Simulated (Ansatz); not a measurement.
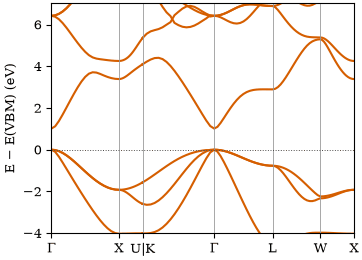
*Band structure from PBEsol (plane waves, PAW; program Ansatz)*

**Question.** Read off the gap and where the band edges lie.

**Answer.** About 1.0 eV (1.01 eV by a search for the band edges); maximum at Γ, minimum at Γ.

The material is CdS (zinc blende, F-43m).

The cell was relaxed with PBEsol under the symmetry of its start. Scalar-relativistic: spin–orbit coupling is off unless named, which matters more the heavier the elements.

Potentials: the later of the program's two PAW sets.
